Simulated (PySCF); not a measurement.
SMILES C[CH2][In]([NH2])[CH2]C at its GFN2-xTB optimised geometry (Å):

```
18

In    -0.1777    -0.0998     0.0000
C      2.0997    -0.0998     0.0000
C      2.7005    -0.5640    -1.3198
H      2.4490    -0.7310     0.8200
H      2.3898     0.9317     0.2141
H      2.3648     0.0668    -2.1450
H      2.4129    -1.5931    -1.5387
H      3.7917    -0.5196    -1.2829
C     -1.6636    -1.7931     0.3226
C     -3.0784    -1.2503     0.4315
H     -1.3696    -2.3076     1.2404
H     -1.5768    -2.5019    -0.5034
H     -3.3751    -0.7557    -0.4951
H     -3.1491    -0.5233     1.2418
H     -3.7917    -2.0541     0.6287
N     -0.9950     1.7929     0.0000
H     -1.9497     1.8792    -0.3305
H     -0.4547     2.5019    -0.4829
```

Computed with CAM-B3LYP/def2-SVP, def2 effective core potentials past Kr (PySCF). The core electrons that the potentials of In replace are not part of the density. Cells within 0.4 Å of a nucleus heavier than hydrogen are left out (blank, or x).

Map of the electrostatic potential (hartree/e), clipped to [-0.08, 0.12] on the plane z = 0.0 Å:

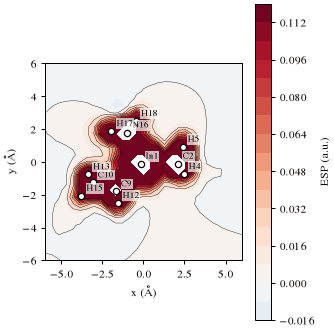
Electrostatic potential (hartree/e), clipped to [-0.08, 0.12] on the plane z = 0.0 Å.
